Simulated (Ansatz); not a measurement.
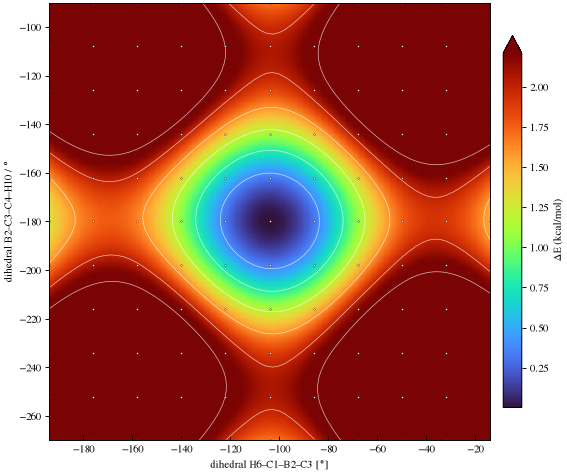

C₃H₇BS, SMILES CBC(C)=S. 
- Coordinates scanned: (1) dihedral H6–C1–B2–C3; (2) dihedral B2–C3–C4–H10.
- Nothing is relaxed (all other coordinates rigid).
- The grid has 11 × 11 points.
- Points are written as (first, second).
- Energies are in kcal/mol, from the lowest grid point.
- The calculation used RKS PBE0-D4/def2-SVP (Ansatz 0.2.0).

The picture shows a smooth colour map with a few white contour lines, dots at the grid points, one colour for all values above the top of the scale. Between grid points the surface is interpolated.

Estimate the position of the minimum and the force constants in these coordinates.

The interpolated minimum is at dihedral H6–C1–B2–C3 ≈ −104°, dihedral B2–C3–C4–H10 ≈ −180°. The curvatures there are about 0.31 eV/rad² and 0.32 eV/rad², with a cross term of about 0.007 eV/rad². Round the minimum the contours are nearly round: the two directions are equally stiff and uncoupled. (1 eV is 23.1 kcal/mol.)
